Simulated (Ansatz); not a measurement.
## CH₁₀O₂Si: geometry relaxation (part 2 of 2)

Continued. System: CH₁₀O₂Si. Method: UKS B3LYP-D4/def2-SVP (Ansatz 0.2.0). The input holds or restrains some coordinates. Forces given for the steps count only the free coordinates. It belongs to a series of runs on one base structure; here: pulled along the bonds that form and break, towards end A.

Geometry of the input (Å):
```
Si -0.6002  -0.1737  -0.7731
H  0.9675  -0.7062  0.1090
H  -0.8052  -1.6141  -0.9570
H  -1.9636  0.3373  -1.1118
C  0.4806  1.0061  -1.7927
H  -0.0935  -0.0652  1.9247
O  -1.0207  0.3822  1.1709
H  1.1914  -0.7719  1.0630
O  0.9564  -0.6713  2.3197
H  1.5082  0.6720  -1.8892
H  0.4965  1.9972  -1.3497
H  0.0677  1.1022  -2.7926
H  -1.8671  0.0410  1.4478
H  0.6821  -1.5358  2.6311
```

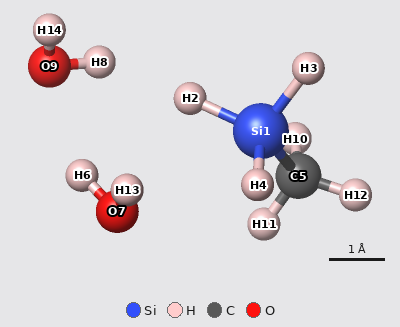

**Figure 1.** The geometry at step 9 of the log (ball-and-stick view, seen at an oblique angle; atoms are numbered from 1 in the order of the input).

### Trajectory as extended XYZ, continued
```
14
Properties=species:S:1:pos:R:3:forces:R:3 step=2 energy=-13164.42540
Si   -0.5308   -0.2206   -0.8698    0.1104   1.2275   2.2100
H     0.8803   -0.6775   -0.0604   -0.5357   0.2244   0.4450
H    -0.8027   -1.6269   -0.9629   -0.1935  -1.2281  -0.8487
H    -1.9562    0.3342   -1.1112    0.4038  -0.1046   0.4310
C     0.4878    1.0068   -1.8002    0.0266  -0.2682  -0.9937
H    -0.2048   -0.0006    1.8859   -1.5505   0.5338  -0.5918
O    -1.0315    0.4279    1.3047    2.6955  -0.2920  -0.5599
H     1.2164   -0.7809    1.2147   -0.5466  -0.1967   2.5496
O     1.0652   -0.7229    2.3419    0.2639   1.0979  -2.7796
H     1.5138    0.6710   -1.8899    0.5846  -0.1223  -0.0596
H     0.4948    1.9989   -1.3464   -0.2205   0.1855   0.3838
H     0.0654    1.1033   -2.7973   -0.1540   0.3254  -0.6218
H    -1.8809    0.0353    1.4568   -0.7928  -0.5419   0.5332
H     0.6833   -1.5482    2.6343   -0.0910  -0.8407  -0.0977
14
Properties=species:S:1:pos:R:3:forces:R:3 step=3 energy=-13164.12060
Si   -0.4447   -0.2768   -0.9960   -1.6188   1.2852   2.1803
H     0.7838   -0.6482   -0.1930   -0.0950   0.0542   1.2578
H    -0.8107   -1.6518   -0.9840   -0.3778  -1.7112  -1.3720
H    -1.9407    0.3303   -1.0987    1.1542  -0.4031   0.5991
C     0.4941    1.0108   -1.8257    0.5716   0.3845  -1.8115
H    -0.3741    0.0915    1.8523    3.9394  -2.8367   2.8288
O    -1.0630    0.5005    1.4640   -4.0049   3.3256  -3.2264
H     1.2639   -0.8083    1.3955    0.0541  -0.3511  -1.7054
O     1.2254   -0.7908    2.3384   -0.6682  -0.3511   2.2792
H     1.5218    0.6715   -1.8938    0.6253   0.0594  -0.2663
H     0.4900    1.9972   -1.3417   -0.3264  -0.1820   0.3514
H     0.0652    1.1130   -2.8127    0.0162   0.5815  -0.9370
H    -1.8940    0.0225    1.4679    0.0695  -0.4147   0.3802
H     0.6833   -1.5615    2.6278    0.6607   0.5595  -0.5582
14
Properties=species:S:1:pos:R:3:forces:R:3 step=4 energy=-13164.28204
Si   -0.4297   -0.3014   -1.0748   -2.3140   0.9142   1.7038
H     0.7285   -0.6310   -0.2531    0.3886  -0.0977   1.9721
H    -0.8218   -1.6963   -1.0408   -0.1850  -1.1987  -1.4925
H    -1.9049    0.3176   -1.0790    1.1284  -0.4188   0.5804
C     0.5048    1.0149   -1.8718    0.6237   0.3971  -1.6051
H    -0.4357    0.1324    1.8797    1.9247  -1.4567   1.0804
O    -1.1724    0.6095    1.5827   -2.0065   1.6071  -1.0943
H     1.3179   -0.8247    1.4609    0.0540  -0.0213  -1.5814
O     1.3582   -0.8726    2.4033   -0.9218  -0.5455   1.7122
H     1.5394    0.6776   -1.9101    0.4726   0.1679  -0.4039
H     0.4792    1.9831   -1.3374   -0.3415  -0.4142   0.2004
H     0.0724    1.1375   -2.8530    0.1634   0.6657  -1.0015
H    -1.9245    0.0144    1.4629    0.2513  -0.1173   0.1758
H     0.6887   -1.5611    2.6306    0.7621   0.5182  -0.2465
14
Properties=species:S:1:pos:R:3:forces:R:3 step=5 energy=-13165.10825
Si   -0.4543   -0.2909   -1.0738   -1.2446  -0.3567   0.1339
H     0.6351   -0.5979   -0.1786    0.3035  -0.0470   1.8736
H    -0.8262   -1.7473   -1.2261    0.2119   0.0958  -1.0815
H    -1.8385    0.2963   -0.9967    0.2284  -0.0295   0.6560
C     0.5065    0.9992   -1.9603    0.2963   0.2211  -0.7788
H    -0.4536    0.1637    1.8511   -0.1786   0.3210   0.2708
O    -1.2622    0.6957    1.7119   -0.2342  -0.9783  -0.3087
H     1.4022   -0.8337    1.5451    0.2059   0.0302  -0.4111
O     1.4094   -0.9252    2.5042   -0.8959  -0.3743   0.2465
H     1.5603    0.6956   -1.9797    0.1422   0.1157  -0.3829
H     0.4479    1.9269   -1.3484   -0.1728  -0.3746  -0.0982
H     0.0976    1.1979   -2.9511    0.2117   0.3418  -0.4451
H    -1.9288    0.0137    1.4586    0.5517   0.7018   0.3026
H     0.7048   -1.5942    2.6438    0.5744   0.3330   0.0229
14
Properties=species:S:1:pos:R:3:forces:R:3 step=6 energy=-13165.67251
Si   -0.4631   -0.3014   -1.0769   -0.7544  -0.1940  -0.3037
H     0.5306   -0.5633   -0.0503    0.1285  -0.1062   1.2040
H    -0.7896   -1.7370   -1.4169    0.2385   0.2587  -0.6678
H    -1.8242    0.2966   -0.8902    0.2057  -0.1283   0.3596
C     0.5071    0.9778   -2.0206    0.0909   0.1434  -0.2097
H    -0.4732    0.1955    1.9032    0.0207   0.1924   0.2388
O    -1.2758    0.7104    1.7092   -0.2677  -0.6176  -0.0813
H     1.4862   -0.8628    1.5939    0.1435   0.0250   0.0498
O     1.3881   -0.9180    2.5583   -0.6584  -0.2235  -0.2205
H     1.5712    0.7039   -2.0493    0.0359   0.0232  -0.2823
H     0.4300    1.8799   -1.3760   -0.0346  -0.1840  -0.1679
H     0.1179    1.2296   -3.0133    0.1075   0.0697  -0.1796
H    -1.9277    0.0157    1.4791    0.3694   0.5236   0.2029
H     0.7225   -1.6271    2.6500    0.3746   0.2177   0.0575
14
Properties=species:S:1:pos:R:3:forces:R:3 step=7 energy=-13165.97756
Si   -0.4633   -0.3089   -1.0679   -0.2604  -0.1389  -0.6632
H     0.4100   -0.5638    0.0710    0.1583  -0.1837   0.7029
H    -0.7231   -1.6938   -1.5963    0.1876   0.1858  -0.3347
H    -1.8050    0.2571   -0.8132   -0.1123  -0.0391   0.1588
C     0.5086    0.9639   -2.0511    0.0257   0.1174   0.1836
H    -0.5005    0.2574    1.9933    0.1475   0.0435   0.1886
O    -1.2939    0.7351    1.7050   -0.1393  -0.1084   0.1196
H     1.5443   -0.8925    1.6092    0.0400   0.0557   0.3443
O     1.3576   -0.9041    2.5672   -0.4968  -0.2238  -0.4646
H     1.5755    0.6995   -2.1080   -0.0123  -0.0272  -0.1633
H     0.4363    1.8638   -1.4087    0.0607  -0.0138  -0.1616
H     0.1225    1.2286   -3.0447   -0.0147  -0.0874  -0.0559
H    -1.9236    0.0251    1.5014    0.1233   0.1953   0.0947
H     0.7547   -1.6676    2.6431    0.2926   0.2245   0.0509
14
Properties=species:S:1:pos:R:3:forces:R:3 step=8 energy=-13166.10778
Si   -0.4693   -0.3274   -1.0794   -0.3298  -0.0663  -0.9536
H     0.3012   -0.6104    0.1182    0.2792  -0.2446   0.6720
H    -0.6047   -1.6654   -1.7549    0.1263   0.1655  -0.1489
H    -1.8551    0.1458   -0.8393   -0.0319  -0.0600   0.0843
C     0.4894    0.9813   -2.0422   -0.0372   0.0767   0.3110
H    -0.4269    0.4062    2.0025   -0.0391  -0.0896   0.1943
O    -1.2420    0.8199    1.6737   -0.0118   0.0545   0.1046
H     1.4350   -0.8811    1.6520    0.0847  -0.0235   0.2484
O     1.2863   -0.9467    2.6125   -0.4393  -0.3422  -0.3444
H     1.5565    0.7224   -2.1093    0.0231  -0.0373  -0.1027
H     0.4135    1.9002   -1.4337    0.0514   0.0294  -0.1019
H     0.1015    1.2065   -3.0455   -0.0500  -0.0921  -0.0274
H    -1.8456    0.0726    1.5448    0.1372   0.1315   0.0888
H     0.8603   -1.8242    2.7007    0.2371   0.4979  -0.0244
14
Properties=species:S:1:pos:R:3:forces:R:3 step=9 energy=-13166.16793
Si   -0.4552   -0.3573   -1.0891   -0.3894   0.0185  -0.8705
H     0.2814   -0.6928    0.1173    0.2907  -0.2724   0.5860
H    -0.5389   -1.6397   -1.8737    0.0664   0.1365  -0.0469
H    -1.8566    0.0740   -0.8215    0.0574  -0.1092  -0.0135
C     0.4875    0.9838   -2.0244   -0.0238   0.0684   0.2351
H    -0.4854    0.4680    2.1761   -0.7462   0.4401  -0.6898
O    -1.2144    0.8664    1.6197    0.8007  -0.6013   0.9383
H     1.4511   -0.9104    1.6188   -0.0010   0.0353   0.2216
O     1.2563   -0.9305    2.5724   -0.4549  -0.5662  -0.1575
H     1.5519    0.7216   -2.1248    0.0144  -0.0308  -0.0532
H     0.4262    1.9110   -1.4307    0.0336   0.0293  -0.0415
H     0.0801    1.1932   -3.0244   -0.0541  -0.0657  -0.0125
H    -1.8625    0.1428    1.5903    0.1184   0.2265  -0.0090
H     0.8786   -1.8305    2.6940    0.2877   0.6910  -0.0866
14
Properties=species:S:1:pos:R:3:forces:R:3 step=10 energy=-13166.26433
Si   -0.4498   -0.4220   -1.0711   -0.2870  -0.0188  -1.1645
H     0.2434   -0.8891    0.1111    0.3583  -0.2219   0.6852
H    -0.4468   -1.6079   -2.0047    0.0053   0.1181   0.0628
H    -1.8798   -0.1196   -0.7996    0.0004   0.0142   0.0203
C     0.4719    0.9860   -1.9401   -0.0995   0.0898   0.3416
H    -0.4475    0.5609    2.1515    0.1557  -0.1568   0.0259
O    -1.1385    0.9604    1.5994   -0.0575   0.0266   0.0594
H     1.4611   -0.8431    1.5982   -0.0103  -0.0241   0.1628
O     1.2144   -0.9295    2.5336   -0.1795   0.0846  -0.1397
H     1.5343    0.7224   -2.0740   -0.0524  -0.0278  -0.0689
H     0.4296    1.9136   -1.3442   -0.0184  -0.0519  -0.0191
H     0.0285    1.1925   -2.9281    0.0329  -0.0483   0.0338
H    -1.8360    0.2874    1.5956    0.1001   0.1246   0.0116
H     0.8152   -1.8123    2.5724    0.0519   0.0917  -0.0113
14
Properties=species:S:1:pos:R:3:forces:R:3 step=11 energy=-13166.31280
Si   -0.4518   -0.5108   -1.1031   -0.2055   0.2889  -1.0339
H     0.2075   -0.9859    0.0980    0.3552  -0.3354   0.6135
H    -0.3756   -1.6363   -2.1166   -0.0179   0.1968   0.2191
H    -1.8946   -0.2623   -0.8289   -0.0023  -0.0418  -0.0270
C     0.4336    0.9924   -1.8549   -0.1133  -0.0693   0.1836
H    -0.3923    0.6019    2.0901    0.2050  -0.1769   0.0659
O    -1.0193    1.0479    1.5002   -0.6244  -0.3329   0.0522
H     1.4219   -0.8406    1.5936    0.0120  -0.0407   0.1457
O     1.2077   -0.9395    2.5356   -0.1409   0.2054  -0.1577
H     1.5004    0.7581   -2.0134   -0.0588   0.0074  -0.0415
H     0.3695    1.8879   -1.2126   -0.0563  -0.1572   0.0131
H    -0.0161    1.2341   -2.8330    0.0525  -0.0067   0.0358
H    -1.8187    0.4810    1.5645    0.6002   0.4660  -0.0611
H     0.8278   -1.8280    2.5804   -0.0056  -0.0037  -0.0077
14
Properties=species:S:1:pos:R:3:forces:R:3 step=12 energy=-13166.34485
Si   -0.4361   -0.5303   -1.1066   -0.3004   0.0910  -1.0461
H     0.2388   -1.0294    0.0724    0.3817  -0.3171   0.7074
H    -0.3393   -1.6283   -2.1294   -0.0151   0.0134   0.0660
H    -1.8858   -0.3444   -0.8297   -0.0407   0.0132   0.0296
C     0.3987    1.0010   -1.8176   -0.0851  -0.1778   0.0870
H    -0.3622    0.6150    2.0069    0.1840  -0.1661   0.0728
O    -0.9644    1.1163    1.4352   -0.0735   0.0135  -0.0194
H     1.4207   -0.9425    1.5871    0.0402   0.0117   0.0461
O     1.1938   -0.9432    2.5294   -0.1610   0.1591  -0.0961
H     1.4664    0.8057   -2.0053    0.0351   0.0397   0.1225
H     0.2801    1.8211   -1.0984    0.0898   0.1714  -0.0280
H    -0.0459    1.2767   -2.7859   -0.1155   0.0644   0.0497
H    -1.7885    0.6095    1.4816    0.0817   0.0812  -0.0064
H     0.8237   -1.8275    2.6605   -0.0213   0.0024   0.0150
14
Properties=species:S:1:pos:R:3:forces:R:3 step=13 energy=-13166.36687
Si   -0.4217   -0.5695   -1.1233   -0.3981   0.2736  -0.7769
H     0.2413   -1.0792    0.0593    0.3871  -0.3264   0.6840
H    -0.2859   -1.6376   -2.1631    0.0048  -0.0495  -0.0256
H    -1.8793   -0.4195   -0.8565   -0.0200  -0.0087   0.0140
C     0.3794    0.9984   -1.7843    0.0128  -0.0117   0.0051
H    -0.3364    0.6319    1.9831    0.1698  -0.1742   0.0519
O    -0.9290    1.1202    1.3901    0.2566   0.1832  -0.0527
H     1.4227   -0.9642    1.5711    0.0289   0.0019   0.0306
O     1.1955   -0.9464    2.5128   -0.1336   0.2347  -0.0688
H     1.4503    0.8269   -1.9793    0.0179   0.0133   0.0330
H     0.2714    1.8260   -1.0699   -0.0136   0.0074   0.0539
H    -0.0834    1.2878   -2.7409   -0.0414   0.0214   0.0086
H    -1.7907    0.7264    1.5534   -0.2302  -0.1026   0.0311
H     0.7660   -1.8012    2.6475   -0.0411  -0.0625   0.0118
14
Properties=species:S:1:pos:R:3:forces:R:3 step=14 energy=-13166.37457
Si   -0.4200   -0.5829   -1.1235   -0.3743   0.2724  -0.8084
H     0.2475   -1.1008    0.0530    0.3876  -0.3258   0.6897
H    -0.2777   -1.6405   -2.1740   -0.0016  -0.0441  -0.0139
H    -1.8784   -0.4483   -0.8528   -0.0228  -0.0004   0.0203
C     0.3699    0.9975   -1.7686   -0.0032   0.0021   0.0437
H    -0.3242    0.6410    1.9652    0.1793  -0.1862   0.0708
O    -0.9051    1.1407    1.3708    0.2038   0.1636  -0.0628
H     1.4219   -0.9731    1.5689    0.0288  -0.0015   0.0318
O     1.1918   -0.9470    2.5098   -0.1343   0.2397  -0.0699
H     1.4420    0.8385   -1.9670    0.0149   0.0044   0.0207
H     0.2564    1.8107   -1.0383   -0.0122   0.0042   0.0405
H    -0.0998    1.2994   -2.7177   -0.0334   0.0179  -0.0016
H    -1.7748    0.7597    1.5259   -0.1926  -0.0830   0.0292
H     0.7506   -1.7951    2.6484   -0.0401  -0.0632   0.0099
14
Properties=species:S:1:pos:R:3:forces:R:3 step=15 energy=-13166.38278
Si   -0.3955   -0.6472   -1.1499   -0.4584   0.3872  -0.6710
H     0.2818   -1.1804    0.0154    0.4211  -0.3381   0.6629
H    -0.2362   -1.6754   -2.2279    0.0096   0.0047  -0.0193
H    -1.8545   -0.5607   -0.8452    0.0143  -0.0162  -0.0295
C     0.3334    0.9960   -1.7117    0.0104   0.0707   0.0323
H    -0.2930    0.6822    1.9212    0.1186  -0.1259  -0.0406
O    -0.8188    1.1899    1.2788   -0.7120  -0.2068   0.3152
H     1.4233   -1.0265    1.5532   -0.0383   0.0062   0.1664
O     1.1717   -0.9471    2.4885   -0.1635   0.0939  -0.1378
H     1.4103    0.8907   -1.9293   -0.0483   0.0155   0.0093
H     0.1955    1.7518   -0.9191    0.0104  -0.1442  -0.0914
H    -0.1630    1.3475   -2.6324    0.0206  -0.0217   0.0410
H    -1.7461    0.9510    1.5010    0.7651   0.1894  -0.1927
H     0.6912   -1.7721    2.6574    0.0506   0.0854  -0.0447
14
Properties=species:S:1:pos:R:3:forces:R:3 step=16 energy=-13166.39277
Si   -0.3868   -0.6487   -1.1394   -0.3950   0.2776  -0.7833
H     0.3319   -1.1812    0.0018    0.4056  -0.3181   0.6860
H    -0.2297   -1.6706   -2.2259   -0.0101   0.0050   0.0063
H    -1.8407   -0.5878   -0.8144   -0.0023   0.0004   0.0052
C     0.3218    0.9959   -1.7124   -0.0081  -0.0049  -0.0060
H    -0.2631    0.6829    1.8895    0.1451  -0.1809   0.0932
O    -0.8027    1.2052    1.2751    0.0226   0.0347   0.0333
H     1.4032   -0.9806    1.5837    0.0416  -0.0169   0.0399
O     1.1450   -0.9713    2.5179   -0.1599   0.2117  -0.0983
H     1.3957    0.9010   -1.9415   -0.0019  -0.0051   0.0039
H     0.1854    1.7382   -0.9141   -0.0006   0.0169   0.0002
H    -0.1870    1.3459   -2.6250   -0.0084  -0.0001   0.0122
H    -1.7100    0.9606    1.4986   -0.0136  -0.0099  -0.0016
H     0.6372   -1.7898    2.6063   -0.0152  -0.0105   0.0089
```

### Summary

- outcome: converged under the restraints of the input
- total energy: −13166.3930 eV
- mean-field energy: −13166.0896 eV
- largest force (length of the vector) at the end, held atoms and coordinates included: 0.920 eV/Å
- hardware: 4 threads of Arm Neoverse N1, 16 GiB of memory available, shared host
- wall time: 57 s (CPU time 3.6 min)
- peak memory: 0.32 GiB
